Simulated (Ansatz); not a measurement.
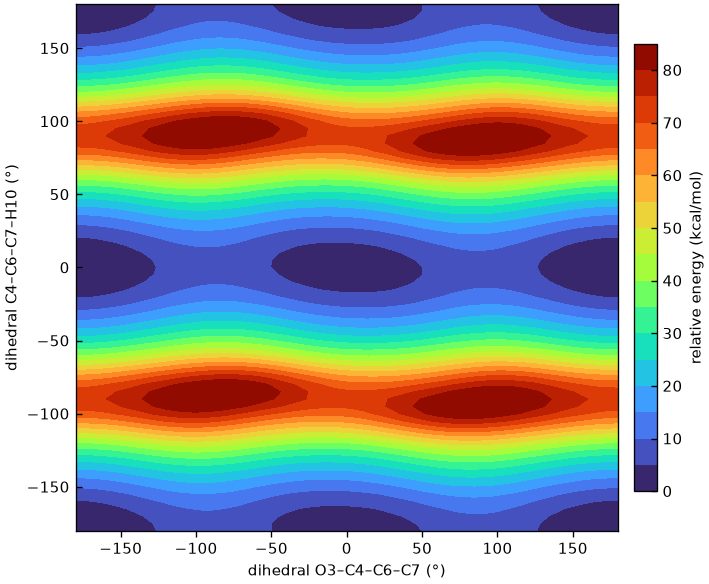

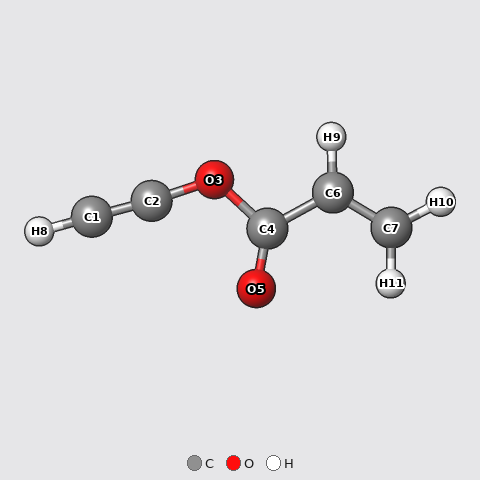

Energy landscape of C₅H₄O₂, SMILES C#COC(=O)C=C. Coordinates scanned: (1) dihedral O3–C4–C6–C7; (2) dihedral C4–C6–C7–H10. Nothing is relaxed (all other coordinates rigid). The grid has 18 × 18 points. Points are written as (first, second). Energies: kcal/mol, counted from the lowest grid point. The dihedral twists a double bond; near 90° a spin-restricted reference is unreliable. These are results of RKS PBE-D4/def2-SVP (Ansatz 0.2.0), not measurements.

Drawn: filled contours. Between grid points the surface is interpolated. The second picture is the structure at the lowest point.

Where are the wells?

The lowest grid point is at (−180°, −180°); the map holds 2 wells of about this depth. There are further wells near (0°, 0°) (1.7 kcal/mol above the lowest at that grid point); (0°, −180°) (1.8 kcal/mol above the lowest at that grid point). The highest grid point, (80°, 80°), lies 84 kcal/mol above the lowest. On the interpolated surface the easiest way out of the lowest well to the well at (0°, −180°) passes a barrier of about 8 kcal/mol. Round the minimum the two coordinates are nearly uncoupled.

The values on the grid:

```
dihedral C4–C6–C7–H10 ↓, dihedral O3–C4–C6–C7 →  −180  −140  −100  −60  −20  20  60  100  140
                                            140    18    21    27   27   21  19  22   26   21
                                            100    68    74    83   82   71  66  72   79   73
                                             60    40    44    48   44   39  42  50   51   44
                                             20     5     8    12   10    6   7  12   13    8
                                            −20     5     8    13   12    7   6  10   12    8
                                            −60    40    44    51   50   42  39  43   48   43
                                           −100    68    73    79   72   66  71  82   83   74
                                           −140    18    22    26   22   19  21  27   27   21
                                           −180     0     3     8    6    2   2   6    8    3
```

The table holds every second grid line.

The whole map (324 points run) took 24 min on 1 thread of Arm Neoverse V2, on a shared host.
